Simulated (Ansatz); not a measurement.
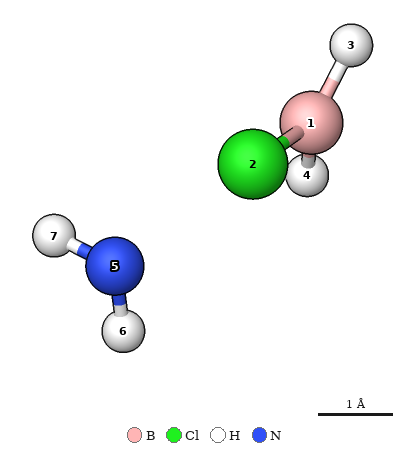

This is the input geometry for a relaxation of BNH4Cl (multiplicity 2). A ball-and-stick model, seen from a free direction.

The run prepares an end point of a later path (reaction) calculation, from a guessed geometry.

Method: UKS B3LYP/6-31G* (Ansatz).

Input
```yaml
crystal:
  periodic: [false, false, false]
  atoms:
    - { symbol: B, position_ang: [0.013789, 0.00939, -0.046631] }
    - { symbol: Cl, position_ang: [0.468909, -0.253256, 1.6967] }
    - { symbol: H, position_ang: [0.901309, 0.125062, -0.827265] }
    - { symbol: H, position_ang: [-1.14377, 0.044812, -0.314437] }
    - { symbol: "N", position_ang: [0.289688, -0.201511, 4.628571] }
    - { symbol: H, position_ang: [-0.684301, -0.548623, 4.605182] }
    - { symbol: H, position_ang: [0.154377, 0.824126, 4.657881] }
magnetization:
  spin_polarized: true
  initial_magnetization: 1
basis:
  gaussian: { orbitals: "6-31G*" }
hamiltonian:
  xc: b3lyp
relax:
  f_tol: 0.03
  max_steps: 50
```

Command:
```bash
ansatz run input.yaml --threads 1 --pin off --max-ram 2048MiB --backend cpu --events-out ev --progress --plain --runs-dir out
```

**What does the optimiser find from here?**

The largest moves after the best rigid fit, 0.23 Å, are those of Cl2 and N5. By element the largest moves are Cl 0.23 Å, N 0.23 Å, H 0.19 Å, B 0.06 Å. Some distances before and after: B1–Cl2 1.821 → 1.751 Å. Over 9 accepted moves (11 points after the start) the energy falls by 6.87 kJ/mol. Largest force component: 1.4 eV/Å at the start, 0.0048 eV/Å at the end. The line search rejected the trial steps at points 7, 9 of the run. The forces were under the threshold at step 6, but the run went on from there. Cost: 16 s on 1 thread of Intel(R) Xeon(R) 6975P-C (Granite Rapids), on a shared host, peak memory 0.16 GiB.

The structure at the end:

```xyz
7

B     0.0340    0.0012   -0.1035
Cl    0.6246   -0.2575    1.5249
H     0.8300    0.0556   -0.9852
H    -1.1394    0.1131   -0.2640
N     0.2483   -0.1774    4.8533
H    -0.6692   -0.5741    4.5900
H     0.0716    0.8390    4.7846
```

The end point in the same view:

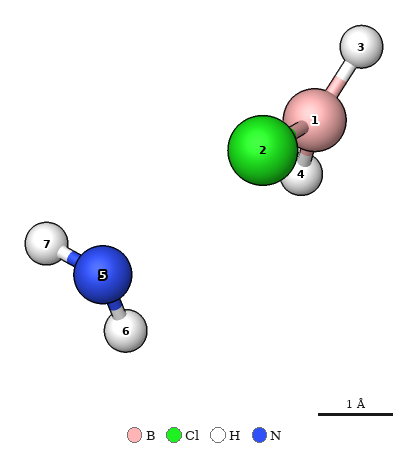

Limits of the set-up: the start holds two separate molecules, 2.9 Å apart at their closest, whose relative position is a soft coordinate and is computed without a dispersion correction.
